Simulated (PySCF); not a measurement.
H₇FGeO₂Si₂, SMILES [GeH3][O][SiH2]O[SiH2]F at its B3LYP/def2-SVP optimised geometry (Å):

```
13

Si     0.3501     2.1848    -0.3444
F      1.6262     2.7722     0.4695
O      0.1760     0.5891     0.0000
Si     0.7302    -0.9823     0.0000
O      0.2294    -1.7726    -1.3557
Ge    -1.2891    -2.3144    -2.1349
H      0.6201     2.3894    -1.7893
H     -0.8558     2.9085     0.1199
H      0.1758    -1.6269     1.2202
H      2.2147    -0.9823     0.0000
H     -1.9465    -1.0967    -2.8145
H     -0.8709    -3.3750    -3.1658
H     -2.2147    -2.9085    -1.0521
```

Level of theory: PySCF with B3LYP/def2-TZVP. Cells within 0.4 Å of a nucleus heavier than hydrogen are left out (blank, or x).

Map of the electrostatic potential (hartree/e), clipped to [-0.08, 0.12] on the plane z = 0.8 Å:

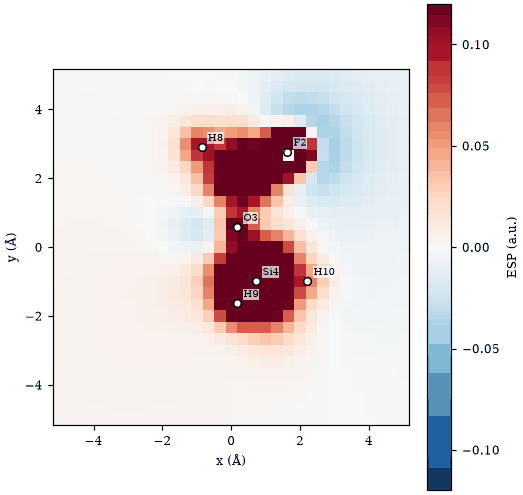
*Electrostatic potential (hartree/e), clipped to [-0.08, 0.12] on the plane z = 0.8 Å.*
